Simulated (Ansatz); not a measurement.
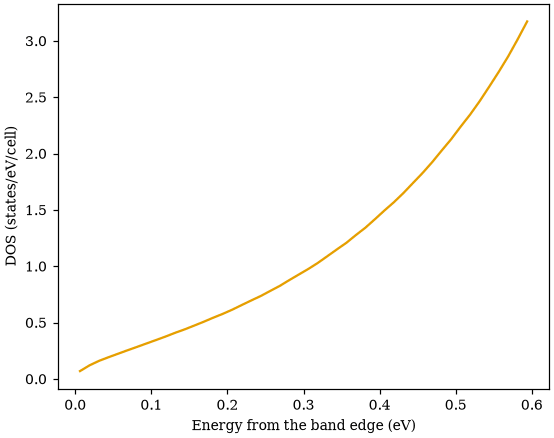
*Density of states of SnO$_{2}$ (P4_2/mnm) below the valence band maximum, PBEsol with spin-orbit coupling, rigid bands (Ansatz, a quantum-chemistry and plane-wave program); cell volume 73.1 Å³.*

Question: What effective density of states at 300 K does this give (∫ g(E) exp(−E/k_BT) dE, both spins, divided by the cell's size)?

Answer: 4.8e19 cm⁻³, a density-of-states mass of 1.53 mₑ, valleys and band degeneracy included.

Geometry: cell and atoms relaxed with PBEsol.
